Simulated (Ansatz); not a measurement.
# CH5B: the cost of one run

Computed with Ansatz 0.2.0 through its Python package. Level of theory: r2SCAN/def2-SVP.

## (1) The structure

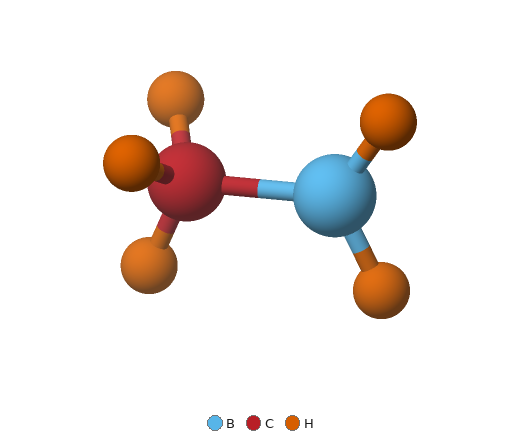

The starting structure, viewed from a chosen angle; boron blue, carbon red, hydrogen orange.

The script holds or builds the structure itself.

## (2) The code

File ch5b_opt.py:

```python
# -*- coding: utf-8 -*-
'''Geometry optimisation of CH5B.'''

import ansatz as az
import numpy as np

params = {
    'basis_set': 'def2-SVP',
    'xc': 'r2scan',
}


def main():
    geometry = (
        az.Crystal.molecule()
        .atom('B', [-0.2114, -0.91, 0.0454])
        .atom('C', [0.1819, 0.6525, -0.0334])
        .atom('H', [0.4065, -1.6614, 0.5393])
        .atom('H', [-1.2159, -1.1927, -0.439])
        .atom('H', [0.3226, 1.0389, 0.9794])
        .atom('H', [1.1433, 0.7519, -0.5878])
        .atom('H', [-0.5658, 1.2527, -0.5495])
    )

    calc = (
        geometry.calculation()
        .basis(gaussian=params['basis_set'])
        .functional(params['xc'])
    )
    symbols = [site.symbol for site in geometry.cartesian_sites]
    start = np.array([site.position_ang for site in geometry.cartesian_sites], dtype=float)
    def progress(event):
        if event['event'] == 'relax_step':
            row = event['data']
            print(f'step {row["step"]:3d}  E = {row["lagrangian_ev"]:.6f} eV  max force {row["allowed_force_max_ev_ang"]:.4f} eV/A')


    data = calc.relax(force_tolerance=0.01).session().plan().execute(on_event=progress).report
    end = np.array(data['positions_ang'])

    print(f'E = {data["free_energy_ev"]:.6f} eV = {data["free_energy_ev"] / 27.211386246:.7f} Ha')
    print('converged:', data['converged'], ' doubts:', data['published_state_doubts'] or 'none')

    print('bond        before    after (A)')
    for i, j in [(0, 1), (0, 2), (0, 3), (1, 4), (1, 5), (1, 6)]:
        d0, d1 = (np.linalg.norm(xyz[i] - xyz[j]) for xyz in (start, end))
        print(f'{symbols[i]}{i}-{symbols[j]}{j}'.ljust(10), f'{d0:8.4f} {d1:8.4f}')
    for i, j, k in [(1, 0, 2), (1, 0, 3), (2, 0, 3), (0, 1, 4), (0, 1, 5), (0, 1, 6), (4, 1, 5), (4, 1, 6)]:
        u, v = end[i] - end[j], end[k] - end[j]
        print(f'angle {symbols[i]}{i}-{symbols[j]}{j}-{symbols[k]}{k}: {np.degrees(np.arccos(np.clip(u @ v / np.linalg.norm(u) / np.linalg.norm(v), -1, 1))):.2f} deg')

    charges = data['charge_distribution']
    dipole = np.array(charges['dipole_moment_e_ang']) * 4.803205
    print('dipole (D): {:.3f} {:.3f} {:.3f}, length {:.3f}'.format(*dipole, np.linalg.norm(dipole)))
    print('atom  Mulliken   Lowdin')
    for symbol, m, l in zip(symbols, charges['mulliken_charges_e'], charges['lowdin_charges_e']):
        print(f'{symbol:4s} {m:9.3f} {l:8.3f}')


if __name__ == '__main__':
    main()
```

## (3) The input behind the calls

The engine receives this input:

```yaml
crystal:
  periodic: [false, false, false]
  atoms:
    - { symbol: B, position_ang: [-0.2114, -0.91, 0.0454] }
    - { symbol: C, position_ang: [0.1819, 0.6525, -0.0334] }
    - { symbol: H, position_ang: [0.4065, -1.6614, 0.5393] }
    - { symbol: H, position_ang: [-1.2159, -1.1927, -0.439] }
    - { symbol: H, position_ang: [0.3226, 1.0389, 0.9794] }
    - { symbol: H, position_ang: [1.1433, 0.7519, -0.5878] }
    - { symbol: H, position_ang: [-0.5658, 1.2527, -0.5495] }
basis:
  gaussian:
    orbitals: def2-SVP
hamiltonian:
  xc: r2scan
relax:
  f_tol: 0.01
```

## (4) Launch

Launch:

```bash
python ch5b_opt.py
```

**Question.** How long does this script take on 1 thread of Arm Neoverse V1, shared host, and how much memory does it need?

About 19 s, with a peak of 0.18 GiB.
